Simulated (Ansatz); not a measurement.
**BBr2Cl (dibromo(chloro)borane) at CCSD(T)/6-31G(d) (spherical functions)**

Aim: the vertical singlet–triplet gap of BBr2Cl (dibromo(chloro)borane) at CCSD(T)/6-31G* (spherical functions), from 2 runs. 

The calculation is run with Ansatz 0.2.0.

51 further runs of the same task are left out: 2 that didn't finish, 49 set aside as unsound or not needed.

## 1. Starting point

The species is BBr2Cl (4 atoms), meant as a singlet with charge 0. As SMILES, `ClB(Br)Br`. The shape is that of a PBE0-D4/def2-TZVP optimisation.

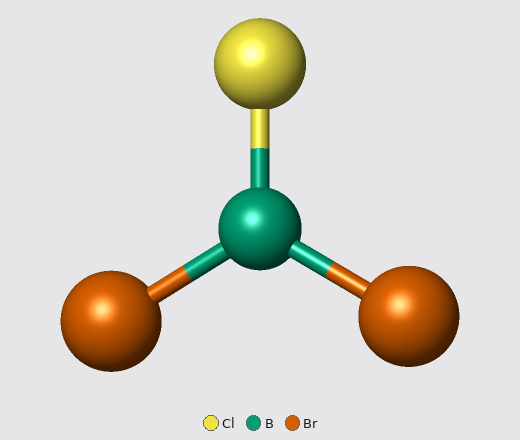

The structure, seen from a chosen angle (chlorine yellow, boron teal, bromine orange).

## 2. A single-point energy at CCSD(T)/6-31G(d) (spherical functions)

run.yaml reads:

```yaml
basis:
  gaussian: {orbitals: 6-31G_st_-spherical.json}
crystal:
  periodic: [false, false, false]
  atoms:
    - {symbol: Cl, position_ang: [-0.203300, -1.644940, 0.633550]}
    - {symbol: B, position_ang: [-0.004820, -0.039040, 0.015030]}
    - {symbol: Br, position_ang: [1.283490, 1.123730, 0.785650]}
    - {symbol: Br, position_ang: [-1.075360, 0.560270, -1.434250]}
correlation: {method: ccsd_t, frozen_orbitals: {B: 1, Br: 9, Cl: 5}}
accuracy: high
scf: {omitted_lower_state_checks: [cluster_reference, increment]}
```

The basis set 6-31G* is read from a file made from the Basis Set Exchange's data (not shown).

Started as:

```sh
ansatz run run.yaml --threads 1 --pin off --max-ram 3480MiB --events-out events.jsonl --progress --plain --runs-dir runs
```

The log of the run, shortened:

```text
Warning: RAYON_NUM_THREADS=1 ignored (pool sized by the plan → 1); use --threads N
Functional definition: HF
  name "HF"
[...]
1835 factors; integrals over basis functions are off by at most 4.1e-9 eV
[...]
mean field -153158.67316409 eV, -5628.4774241029 hartree, gradient 1.0e-8 eV, S^2 0.000000; 0 other end points of the search recorded, 0 dependent functions left out
24 core orbitals not correlated: weight in the atoms' cores, before any rotation towards them, 1.000 or more for the frozen orbitals, at most 0.000 for the correlated occupied ones
reference -153158.67316409 eV, -5628.4774241029 hartree; 22, 22 occupied and 50, 50 virtual orbitals, 1835 factors
second order -19.37151693 eV of doubles, -0.00000000 eV of singles
cycle   1  -19.24588309 eV  change    1.3e-1 eV  update   9.0e-2
[...]
cycle  19  -19.65519675 eV  change    2.6e-9 eV  update   2.0e-9
perturbative correction -0.46899481 eV, -0.0172352412 hartree
Total energy: -153178.79735564 eV, -5629.2169745018 hartree
Checks for a lower state left out: cluster_reference, increment
```

It took 19 s on 1 thread of Arm Neoverse V1, shared host; peak memory 0.42 GiB.

## 3. The triplet, same level

job.yaml reads:

```yaml
crystal:
  periodic: [false, false, false]
  atoms:
    - symbol: Cl
      position_ang: [-0.203300, -1.644940, 0.633550]
    - symbol: B
      position_ang: [-0.004820, -0.039040, 0.015030]
    - symbol: Br
      position_ang: [1.283490, 1.123730, 0.785650]
    - symbol: Br
      position_ang: [-1.075360, 0.560270, -1.434250]
basis:
  gaussian:
    orbitals: 6-31G_st_-spherical.json
correlation:
  method: ccsd_t
  frozen_orbitals: {B: 1, Br: 9, Cl: 5}
scf:
  omitted_lower_state_checks: [cluster_reference, increment]
accuracy: high
magnetization:
  spin_polarized: true
  initial_magnetization: 2
```

The basis set 6-31G* is read from a file made from the Basis Set Exchange's data (not shown).

Started as:

```sh
ansatz run job.yaml --threads 1 --pin off --max-ram 3480MiB --events-out events.jsonl --progress --plain --runs-dir runs
```

The log of the run, shortened:

```text
Warning: RAYON_NUM_THREADS=1 ignored (pool sized by the plan → 1); use --threads N
[... 2 set-up lines as earlier in the session ...]
[...]
1835 factors; integrals over basis functions are off by at most 4.1e-9 eV
[...]
mean field -153153.40383742 eV, -5628.2837799195 hartree, gradient 3.5e-8 eV, S^2 2.021732; 16 other end points of the search recorded, 0 dependent functions left out
24 core orbitals not correlated: weight in the atoms' cores, before any rotation towards them, 1.000 or more for the frozen orbitals, at most 0.000 for the correlated occupied ones
reference -153153.40383742 eV, -5628.2837799195 hartree; 23, 21 occupied and 49, 51 virtual orbitals, 1835 factors
second order -18.79841502 eV of doubles, -0.00000000 eV of singles
cycle   1  -18.85664336 eV  change   -5.8e-2 eV  update   1.0e-1
[...]
cycle  34  -19.46828707 eV  change   6.3e-10 eV  update   1.5e-9
perturbative correction -0.49968633 eV, -0.0183631338 hartree
Total energy: -153173.37181082 eV, -5629.0175894072 hartree
Checks for a lower state left out: cluster_reference, increment
```

It took 4.6 min on 1 thread of Arm Neoverse V1, shared host; peak memory 1 GiB.

## 4. Summary of results

Level: CCSD(T)/6-31G* (spherical functions), 24 core orbitals frozen.

```
                                             quantity           value
                                singlet: total energy  -5629.21697 Eh
singlet: correlation energy (24 core orbitals frozen)      -739.6 mEh
                              singlet: (T) correction      -17.24 mEh
                               singlet: T1 diagnostic           0.010
                                triplet: total energy  -5629.01759 Eh
triplet: correlation energy (24 core orbitals frozen)      -733.8 mEh
                              triplet: (T) correction      -18.36 mEh
           triplet: ⟨S²⟩ of the reference determinant           2.022
                               triplet: T1 diagnostic           0.055
     vertical energy of the triplet above the singlet        5.426 eV
```

In words: At this shape the triplet lies 5.43 eV (523 kJ/mol) above the singlet. The triples (singlet) make up 2.3 % of the correlation energy. The T1 diagnostic (triplet) of 0.055 is above the customary mark for such species, so a single reference may not serve. The triples (triplet) make up 2.5 % of the correlation energy.
